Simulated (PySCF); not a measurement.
**C$_{6}$H$_{6}$F$_{4}$O: density, localisation and related maps**

```xyz
17

F     3.5719   -0.1725   -0.1767
C     2.2366   -0.2916   -0.1756
F     1.9586   -1.5867    0.0071
F     1.8252    0.0191   -1.4118
C     1.6157    0.6012    0.9053
O     0.3186    0.2002    1.2700
C    -0.6742    0.4280    0.3435
F    -0.6977    1.7675    0.0096
C    -1.0448   -0.5729   -0.6924
C    -2.4357   -0.0654   -0.9113
C    -1.9497   -0.3113    0.4831
H     2.2218    0.5071    1.8094
H     1.6378    1.6370    0.5437
H    -0.5314   -1.4332   -1.0634
H    -3.1554   -0.7678   -1.3087
H    -2.5779    0.9529   -1.2473
H    -2.3263   -0.8996    1.2900
```

Geometry: GFN2-xTB.

Level of theory: PBE0/pcSseg-1, SCF density, gas phase, non-relativistic (PySCF).

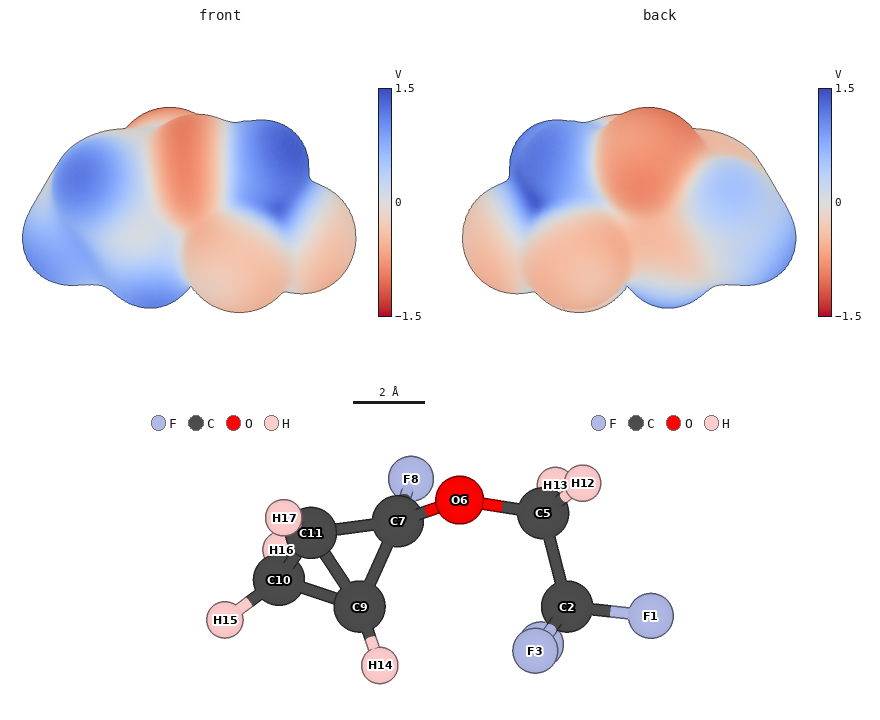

Figure 1. The electrostatic potential painted on the density surface at 0.002 e/bohr³, seen from the front and from behind; the colour scale runs from red (negative) to blue (positive). The bare structure is drawn below in the same view.

Q: Where is the surface potential most negative and most positive?

A: The most negative region (about −0.9 V, or −21 kcal/mol for a unit charge) lies over O6 and F8, the most positive (about +1.3 V, or +30 kcal/mol for a unit charge) over C2, C5 and H12.

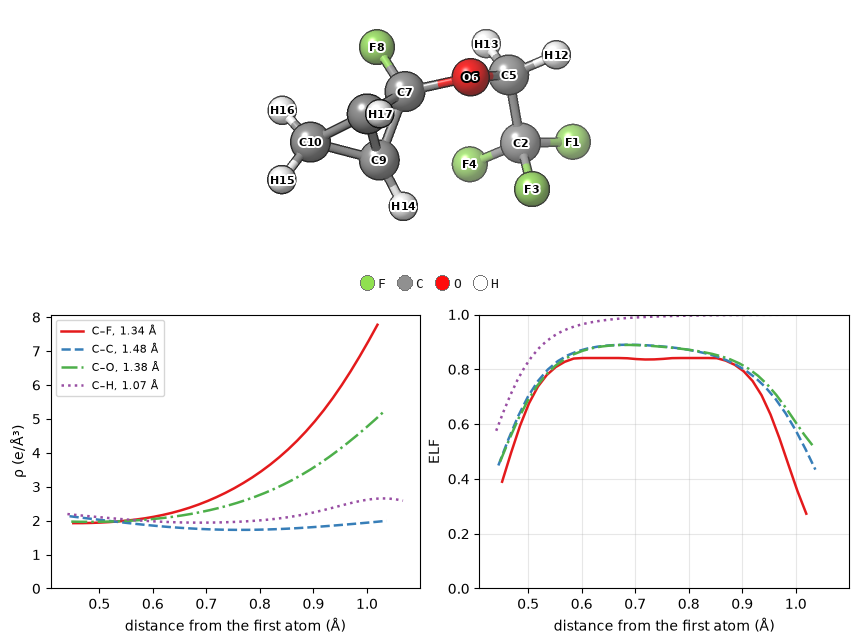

Figure 2. Electron density and ELF along straight lines between neighbouring atoms. The curves leave out the atomic cores. The structure is drawn too.

Q: Compare the contacts.

A: C–F (1.34 Å): the density is about 2.4 e/Å³ at the midpoint; the ELF peaks at about 0.85 between the atoms; a polar covalent bond.
C–C (1.48 Å): ρ at the midpoint is about 1.7 e/Å³; the ELF peaks at about 0.90 between the atoms (localised, covalent bonding).
C–O (1.38 Å): ρ at the midpoint is about 2.3 e/Å³, with its minimum of 2 e/Å³ about 0.5 Å from C; the ELF peaks at about 0.90 between the atoms; a shared but strongly polarised pair.
C–H (1.07 Å): the density is about 2.1 e/Å³ at the midpoint; the ELF climbs to about 1 towards the hydrogen, as it does in any bond to H; a covalent bond by its length.
